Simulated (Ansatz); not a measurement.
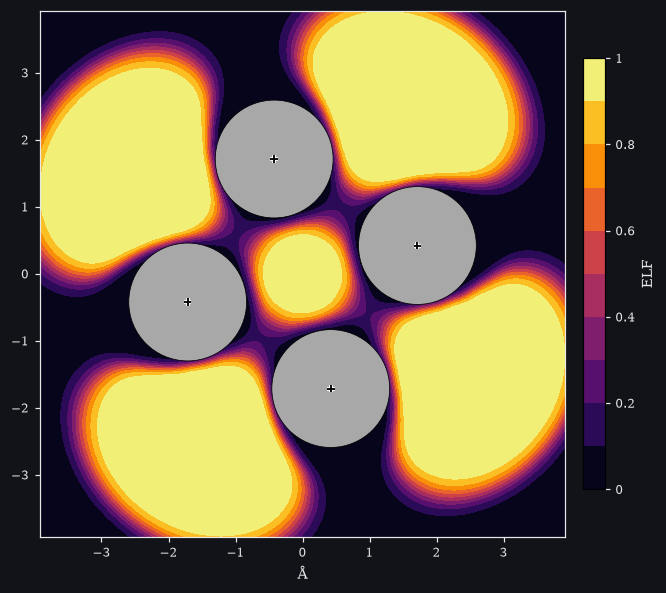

The ELF on a plane through atoms (crosses mark nuclei in the plane; grey discs cover the cores).

These are results of RKS PBE0-D4/def2-TZVPD (Ansatz 0.2.0), not measurements.

Candidates:
A. H5Li4 (charge −1)
B. MoO2S2 (charge −2)

> Which candidate gave the map?

Candidate A: H5Li4 on the plane of atoms Li1, Li2 and Li4, which holds Li. Li–Li (2.49 Å): the ELF is about 0.20 at the midpoint.
